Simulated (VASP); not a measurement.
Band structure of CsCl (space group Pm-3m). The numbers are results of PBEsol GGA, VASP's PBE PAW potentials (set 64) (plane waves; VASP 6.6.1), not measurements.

Unless said otherwise, spin-orbit coupling is left out, though it shifts the bands of the heavy elements here.

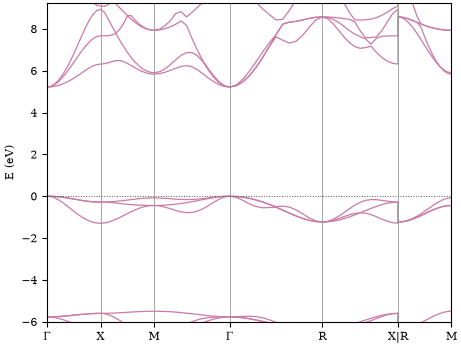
Figure: Bands along high-symmetry lines, zero at the valence-band maximum or, without a gap, the Fermi level

Problem. Read the plot: is there a gap, and where are the band edges?

Solution. The gap is direct, 5.21 eV, from the valence maximum at Γ to the conduction minimum at Γ. (Edges off the drawn lines would not show.)

The structure comes from a measured CsCl entry (Pm-3m) of the Crystallography Open Database, whose conditions weren't checked. It was relaxed first.
